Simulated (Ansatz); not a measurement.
BH5N2O···HF

Input

```
crystal:
  periodic: [false, false, false]
  atoms:
    - { symbol: B, position_ang: [-0.134264, -0.199118, 0.015884] }
    - { symbol: O, position_ang: [-0.05045, -0.641248, 1.333421] }
    - { symbol: H, position_ang: [-0.921189, -0.784267, 1.73842] }
    - { symbol: "N", position_ang: [1.155268, 0.214059, -0.506046] }
    - { symbol: H, position_ang: [1.987868, -0.243997, -0.131368] }
    - { symbol: H, position_ang: [1.274673, 0.520287, -1.470554] }
    - { symbol: "N", position_ang: [-1.326622, -0.134503, -0.756642] }
    - { symbol: H, position_ang: [-2.246001, -0.102604, -0.317936] }
    - { symbol: H, position_ang: [-1.333752, 0.269958, -1.691809] }
    - { symbol: F, position_ang: [0.136017, 2.039193, 1.167657] }
    - { symbol: H, position_ang: [0.672051, 1.38444, 0.747071] }
basis:
  gaussian: { orbitals: def2-SVP }
hamiltonian:
  xc: pbe
  dispersion: d4
relax:
  f_tol: 0.03
  max_steps: 50
output:
  orbitals: {}
```

Run with:

```sh
ansatz run input.yaml --threads 2 --pin off --max-ram 3072MiB --backend cpu --events-out ev --progress --plain --runs-dir out
```

The fields are those of the run's last geometry, not of the input's.

All numbers below come from RKS PBE-D4/def2-SVP in Ansatz 0.2.0.

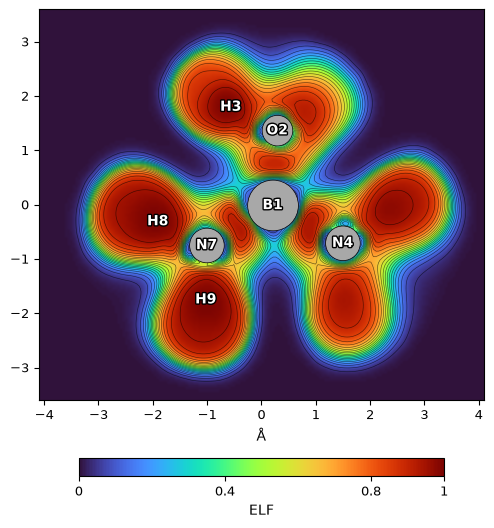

Figure 1. ELF on the plane of atoms O2, B1 and N7. Grey discs cover the atomic cores.

> Interpret the plot.

Atoms in the plane: B, O, H and N.
B–O (1.38 Å): the ELF peaks at about 0.90 between the atoms: a polar covalent bond.
B–N (1.42 Å): the ELF peaks at about 0.95 between the atoms (a polar covalent bond).
B–N (1.46 Å): the ELF peaks at about 0.95 between the atoms, as expected for a shared but strongly polarised pair.
O–H (0.97 Å): the ELF climbs to about 1 towards the hydrogen, as it does in any bond to H: an ordinary covalent bond to hydrogen.
N–H (1.02 Å): the ELF climbs to about 1 towards the hydrogen; an ordinary covalent bond to hydrogen.
The ELF also peaks beside O2, away from the bonds: lone-pair regions.

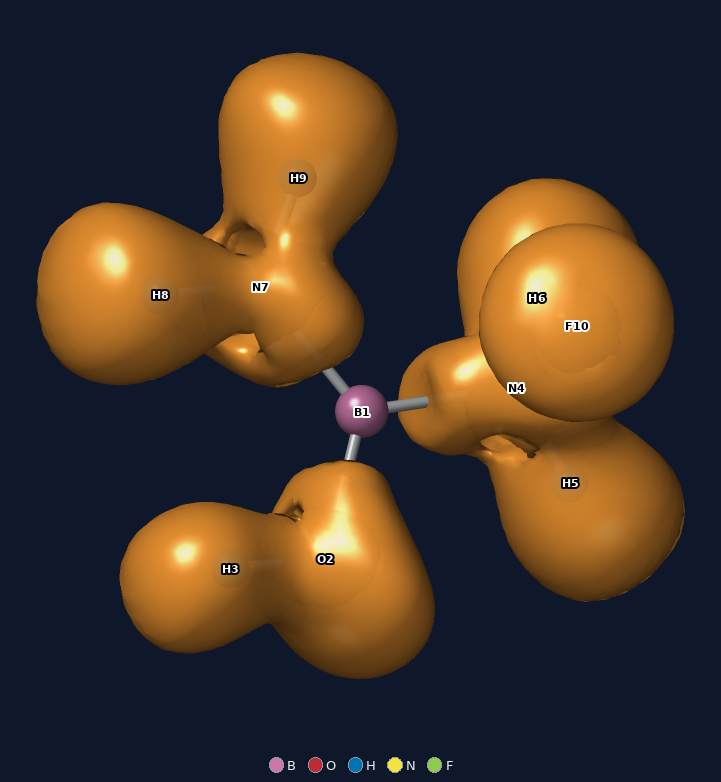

Figure 2. Isosurface of the electron localisation function at 0.75 (orange), seen across its widest extent. Core shells and regions of very low density are left out.

> What do the ELF domains correspond to?

The ELF exceeds this value in one joined region spread over several atoms (F, H), in which their bonds and any lone pairs are merged, two joined regions spread over several atoms (H, N), in which their bonds and any lone pairs are merged and one joined region spread over several atoms (H, O), in which their bonds and any lone pairs are merged. Profiles from the grid: N4···H11 (1.68 Å): the ELF dips to about 0.25 between them; by its geometry a hydrogen bond between the two molecules, with no shared pair.

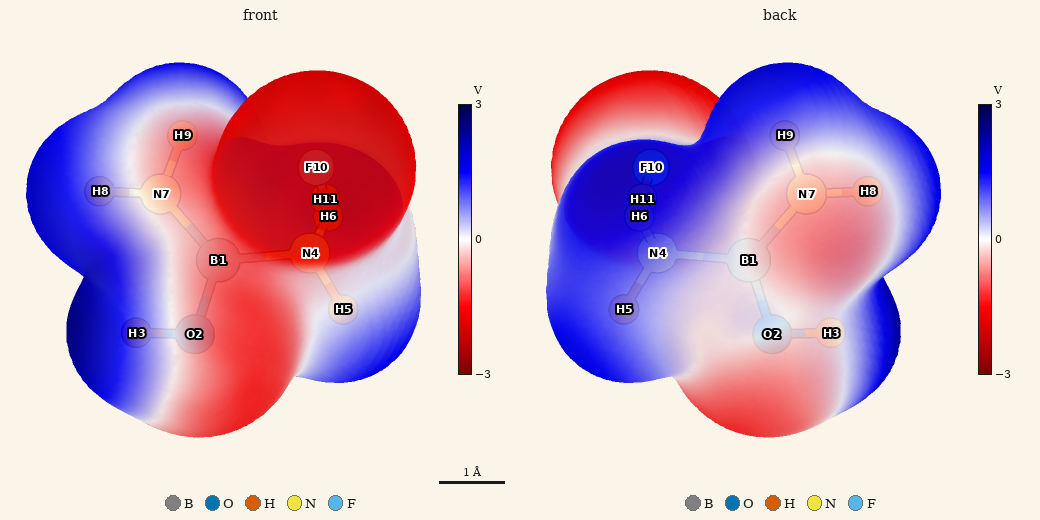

Figure 3. The molecular electrostatic potential painted on the density surface at 0.002 e/bohr³, seen from the front and from behind; red is negative and blue positive.

> Where is the surface potential most negative and most positive?

The most negative region (about −2.0 V, or −46 kcal/mol for a unit charge) lies over F10, the most positive (about +2.4 V, or +55 kcal/mol for a unit charge) over H3.
